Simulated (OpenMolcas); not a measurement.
**Predicting a hybrid from its neighbours: CH4BFO**

CH4BFO has 8 atoms, charge 0, and is taken as a singlet. SMILES: `OCBF`. Geometry: relaxed at PBE0-D4/def2-TZVP. This is one conformer, not always the lowest.

The HOMO–LUMO gap y, in eV, basis def2-SVPD; a is the functional's share of exact exchange. Programs: OpenMolcas 26.06.

```
functional     program     a  y (eV)
      TPSS  OpenMolcas     0    5.30
       PBE  OpenMolcas     0    5.00
     B3LYP  OpenMolcas   0.2    7.21
      PBE0  OpenMolcas  0.25       ?
     BHLYP  OpenMolcas   0.5   10.44
```

**Question.** Fit y = c + s·a to the known rows and predict PBE0.

**Answer.** 
1. Means of the 4 rows: a = 0.1750, y = 6.987.
2. Σ(Δa)² = 0.1675, Σ(Δa·Δy) = 1.7707, so the slope is 1.7707/0.1675 = 10.571.
3. Intercept: 6.987 − (10.571) × 0.1750 = 5.137. The largest residual of the fit is 0.16.
4. PBE0: 5.137 + (10.571) × 0.25 = 7.78 eV.

The run gave 7.73 eV, so the prediction is off by +0.05 eV, within the largest residual. Exact exchange lowers occupied levels and raises empty ones. The rows mix families of semi-local functionals, which the line can't see.

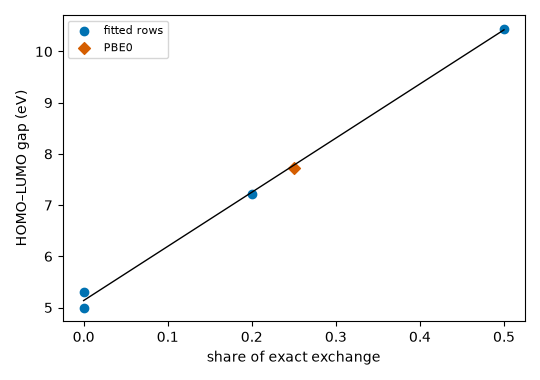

The fitted line, with the withheld row.
